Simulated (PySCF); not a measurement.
# B3LYP/6-31G(d) (spherical functions) run of C2H4B2S (SMILES BSBC#C)

Aim: the vertical singlet–triplet gap of C2H4B2S at B3LYP/6-31G* (spherical functions), from 2 runs. Input form: a Python script.

The results are computed with PySCF 2.14.0.

### 1 Starting point

C2H4B2S: 9 atoms, total charge 0, spin state singlet. As SMILES, `BSBC#C`. The coordinates come from a GFN2-xTB relaxation. This is one conformer, not always the lowest.

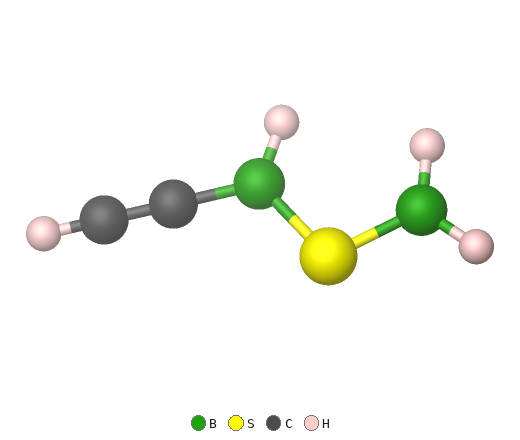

Viewed from a chosen angle; boron green, sulfur yellow, carbon dark grey, hydrogen pink.

### 2 A single-point energy at B3LYP/6-31G(d) (spherical functions)

input.py reads:

```python
# BSBC#C
from pyscf import gto, dft

molecule = gto.Mole()
molecule.atom = [
    ('B', (0.614380, 1.617300, 1.712530)),
    ('S', (-0.408550, 1.198480, 0.330740)),
    ('B', (0.123580, -0.453780, -0.152380)),
    ('C', (-0.545990, -1.118180, -1.317090)),
    ('C', (-1.081210, -1.659910, -2.252900)),
    ('H', (0.443030, 2.662200, 2.202820)),
    ('H', (1.423880, 0.874290, 2.107170)),
    ('H', (0.978130, -0.989710, 0.439330)),
    ('H', (-1.547260, -2.130690, -3.070210)),
]
molecule.charge = 0
molecule.basis = '6-31g*'
molecule.max_memory = 1860
molecule.verbose = 3
molecule.build()

mf = dft.RKS(molecule, xc='b3lyp')
mf.grids.level = 6
mf.conv_tol = 1e-10
mf.kernel()
if not mf.converged:
    mf = mf.newton().run(mf.mo_coeff, mf.mo_occ)

etot = mf.e_tot
print('E = %.10f Eh' % etot)
```

Started as:

```sh
$ OMP_NUM_THREADS=1 python input.py
```

Standard output:

```text
converged SCF energy = -526.473691079973
E = -526.4736910800 Eh
```

Run time: 29 s. Hardware: 1 thread of Arm Neoverse V1, shared host; peak memory 0.43 GiB.

### 3 The triplet at the same level

job.py reads:

```python
from pyscf import gto, dft

molecule = gto.M(
    atom='''
B        0.614380       1.617300       1.712530
S       -0.408550       1.198480       0.330740
B        0.123580      -0.453780      -0.152380
C       -0.545990      -1.118180      -1.317090
C       -1.081210      -1.659910      -2.252900
H        0.443030       2.662200       2.202820
H        1.423880       0.874290       2.107170
H        0.978130      -0.989710       0.439330
H       -1.547260      -2.130690      -3.070210
''',
    basis='6-31g*',
    spin=2,
    max_memory=1860,
    verbose=4,
)

mf = dft.UKS(molecule)
mf.xc = 'b3lyp'
mf.grids.level = 6
mf.conv_tol = 1e-10
mf.kernel()
if not mf.converged:
    mf = mf.newton().run(mf.mo_coeff, mf.mo_occ)

energy = mf.e_tot
print('E(%s) = %.9f' % ('B3LYP', energy))
```

Started as:

```sh
$ OMP_NUM_THREADS=1 python job.py
```

Standard output:

```text
PySCF version 2.14.0

[INPUT] num. atoms = 9
[INPUT] num. electrons = 42
[INPUT] charge = 0
[INPUT] spin (= nelec alpha-beta = 2S) = 2
[INPUT] symmetry False subgroup None
[INPUT] Mole.unit = angstrom
[INPUT] Symbol           X                Y                Z      unit          X                Y                Z       unit  Magmom
[INPUT]  1 B      0.614380000000   1.617300000000   1.712530000000 AA    1.161009936410   3.056254061259   3.236212680101 Bohr   0.0
[INPUT]  2 S     -0.408550000000   1.198480000000   0.330740000000 AA   -0.772047608191   2.264798965769   0.625008018439 Bohr   0.0
[INPUT]  3 B      0.123580000000  -0.453780000000  -0.152380000000 AA    0.233532354474  -0.857519920805  -0.287956466861 Bohr   0.0
[INPUT]  4 C     -0.545990000000  -1.118180000000  -1.317090000000 AA   -1.031771566751  -2.113053957966  -2.488939381403 Bohr   0.0
[INPUT]  5 C     -1.081210000000  -1.659910000000  -2.252900000000 AA   -2.043190783141  -3.136775291427  -4.257363986033 Bohr   0.0
[INPUT]  6 H      0.443030000000   2.662200000000   2.202820000000 AA    0.837205364966   5.030828888817   4.162726501714 Bohr   0.0
[INPUT]  7 H      1.423880000000   0.874290000000   2.107170000000 AA    2.690743234246   1.652168653446   3.981974197900 Bohr   0.0
[INPUT]  8 H      0.978130000000  -0.989710000000   0.439330000000 AA    1.848397814221  -1.870280842743   0.830213378305 Bohr   0.0
[INPUT]  9 H     -1.547260000000  -2.130690000000  -3.070210000000 AA   -2.923897643495  -4.026420556350  -5.801856044901 Bohr   0.0

nuclear repulsion = 153.843058527528
number of shells = 40
number of NR pGTOs = 175
number of NR cGTOs = 82
basis = 6-31g*
ecp = {}

[... 34 lines left out ...]
[... the frontier-level lines of each cycle are left out ...]
[... 5 lines left out ...]
[... 5 lines left out ...]
[... 5 lines left out ...]
[... 5 lines left out ...]
[... 5 lines left out ...]
[... 5 lines left out ...]
[... 5 lines left out ...]
[... 5 lines left out ...]
[... 5 lines left out ...]
[... 5 lines left out ...]
[... 5 lines left out ...]
[... 5 lines left out ...]
[... 5 lines left out ...]
[... 5 lines left out ...]
[... 5 lines left out ...]

cycle= 16 E= -526.331366619877  delta_E= -4.34e-09  |g|= 2.17e-05  |ddm|= 0.000124


cycle= 17 E= -526.331366627926  delta_E= -8.05e-09  |g|= 2.06e-05  |ddm|= 0.000224


cycle= 18 E= -526.331366644715  delta_E= -1.68e-08  |g|= 1.92e-05  |ddm|= 0.000493


cycle= 19 E= -526.331366699124  delta_E= -5.44e-08  |g|= 1.7e-05  |ddm|= 0.002


cycle= 20 E= -526.331366724692  delta_E= -2.56e-08  |g|= 1.26e-05  |ddm|= 0.00142


cycle= 21 E= -526.331366742249  delta_E= -1.76e-08  |g|= 5.67e-06  |ddm|= 0.00206


cycle= 22 E= -526.331366742942  delta_E= -6.93e-10  |g|= 2.7e-06  |ddm|= 0.000348


cycle= 23 E= -526.331366743025  delta_E= -8.28e-11  |g|= 1.25e-06  |ddm|= 0.000118


Extra cycle  E= -526.331366743027  delta_E= -1.48e-12  |g|= 2.18e-06  |ddm|= 5.09e-06
converged SCF energy = -526.331366743027  <S^2> = 2.0130751  2S+1 = 3.0087041
E(B3LYP) = -526.331366743
```

Run time: 98 s. Hardware: 1 thread of Arm Neoverse V1, shared host; peak memory 0.45 GiB.

### 4 Outcome

At B3LYP/6-31G* (spherical functions):

| quantity | value |
| --- | --- |
| singlet: total energy | -526.47369 Eh |
| singlet: dipole moment | 1.23 D |
| singlet: HOMO energy | -7.71 eV |
| singlet: LUMO energy | -2.41 eV |
| singlet: HOMO–LUMO gap | 5.30 eV |
| triplet: total energy | -526.33137 Eh |
| triplet: dipole moment | 2.99 D |
| triplet: HOMO energy (highest over α and β) | -4.00 eV |
| triplet: ⟨S²⟩ | 2.013 |
| vertical energy of the triplet above the singlet | 3.873 eV |

In words: At this shape the triplet lies 3.87 eV (89 kcal/mol) above the singlet. Mulliken charges (triplet) run from -0.29 on B3 to +0.22 on H9.
